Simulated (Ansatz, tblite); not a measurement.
# The cluster TaO₂−: a ladder of methods and basis sets

Aim: run the singlet of the cluster TaO₂− at one geometry on many levels, and compare frontier levels, spin and run time.

The runs use Ansatz 0.2.0, Gaussian basis; as each input shows.

Levels to be run: GFN1-xTB, GFN2-xTB, PBE-D4/def2-TZVPD, r2SCAN-D4/def2-TZVPD, revPBE-D4/def2-TZVPD, B2PLYP/def2-TZVPD, r2SCAN0-D4/def2-TZVPD, LC-ωPBE/def2-TZVPD, B3LYP-D4/def2-TZVPD, PBE+5HF/def2-TZVPD, PBE+10HF/def2-TZVPD, PBE+15HF/def2-TZVPD, PBE+35HF/def2-TZVPD, PBE+50HF/def2-TZVPD, PBE-D4/def2-SVPD, PBE0-D4/def2-SVPD, CCSD(T)/def2-TZVPPD, MP2/def2-TZVPD, RPA/def2-TZVPD.

### Step 1. The structure

The geometry is that of the singlet, from an earlier relaxation (PBE-D4/def2-TZVPD). At that level it is the lowest of the isomers that a small search found.

3 atoms, charge -1, spin multiplicity 1.

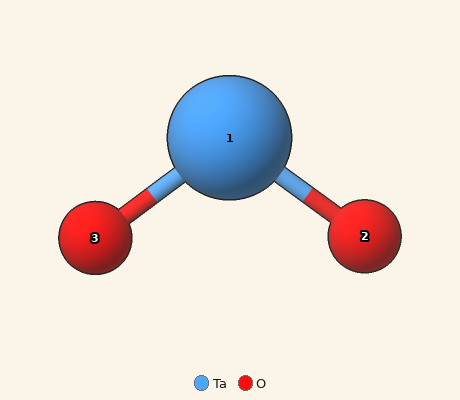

The structure; tantalum blue, oxygen red; atoms are numbered from 1 in the order of the file.

Ta takes a core potential in the def2 sets. No spin-orbit coupling is included. The ion is computed in the gas phase, without counter-ions or solvent.

PBE0-D4/def2-TZVPD was run before; its log isn't repeated, and its numbers join the tables.

### Step 2. GFN1-xTB

Tight binding, by tblite at 300 K electronic temperature and without a spin-polarisation term:

```python
tblite.interface.Calculator('GFN1-xTB', numbers, positions, charge=-1, uhf=0).singlepoint()
```

Energy -313.5642 eV, HOMO -3.73 eV, LUMO -3.09 eV; 0.001 s.

### Step 3. GFN2-xTB

Tight binding, by tblite at 300 K electronic temperature and without a spin-polarisation term:

```python
tblite.interface.Calculator('GFN2-xTB', numbers, positions, charge=-1, uhf=0).singlepoint()
```

Energy -279.3032 eV, HOMO -3.02 eV, LUMO -1.34 eV; 0.001 s.

### Step 4. PBE-D4/def2-TZVPD

start.molden holds the orbitals of an earlier run on this state, given as this run's starting guess.

File in.yaml:

```yaml
crystal:
  periodic: [false, false, false]
  atoms:
    - {symbol: Ta, position_ang: [-0.687162, 0.077863, 0.094383]}
    - {symbol: O, position_ang: [0.575912, 1.179898, 0.638813]}
    - {symbol: O, position_ang: [0.111250, -1.257761, -0.733196]}
basis:
  gaussian: {orbitals: def2-TZVPD, initial_orbitals: start.molden}
total_charge: -1
hamiltonian: {xc: pbe, dispersion: d4}
scf: {omitted_lower_state_checks: [starts]}
output: {orbitals: {seedname: orbitals}}
```

On the command line:

```console
$ ansatz run in.yaml --threads 2 --pin off --events-out ev --progress --plain --max-ram 4352MiB
```

After this run come: r2SCAN-D4/def2-TZVPD; revPBE-D4/def2-TZVPD; B2PLYP/def2-TZVPD; r2SCAN0-D4/def2-TZVPD; LC-ωPBE/def2-TZVPD; B3LYP-D4/def2-TZVPD; PBE+5HF/def2-TZVPD; PBE+10HF/def2-TZVPD; PBE+15HF/def2-TZVPD; PBE+35HF/def2-TZVPD; PBE+50HF/def2-TZVPD; PBE-D4/def2-SVPD; PBE0-D4/def2-SVPD; CCSD(T)/def2-TZVPPD; MP2/def2-TZVPD; RPA/def2-TZVPD.

Q: Predict the results of all the runs planned. Wanted: gap in def2-TZVPD, named functionals, smallest and largest; gap over the share of exact exchange; correlation energy, CCSD(T)/def2-TZVPPD; correlation energy, MP2/def2-TZVPD; PBE0 total energy, smallest basis above largest.

As calculated:

```
                                                  quantity                                   value
gap in def2-TZVPD, named functionals, smallest and largest  1.59 eV (revPBE-D4), 6.81 eV (LC-ωPBE)
                      gap over the share of exact exchange            1.59 eV at 0, 4.50 eV at 0.5
                   correlation energy, CCSD(T)/def2-TZVPPD                               -25.32 eV
                        correlation energy, MP2/def2-TZVPD                               -23.79 eV
           PBE0 total energy, smallest basis above largest         5.07 eV (def2-SVPD, def2-TZVPD)
```

In words: Orbital gaps of the named functionals in def2-TZVPD span 1.59 eV (revPBE-D4) to 6.81 eV (LC-ωPBE); exact exchange widens it. Raising the share of exact exchange from 0 to 0.5 moves the HOMO by -1.66 eV and the LUMO by +1.25 eV. PBE-D4, revPBE-D4, r2SCAN-D4 put the HOMO above zero: the outermost electron is held by the basis alone. Notes on CCSD(T)/def2-TZVPPD and its Hartree-Fock reference, which MP2 shares: restricted state is unstable towards broken spin symmetry.
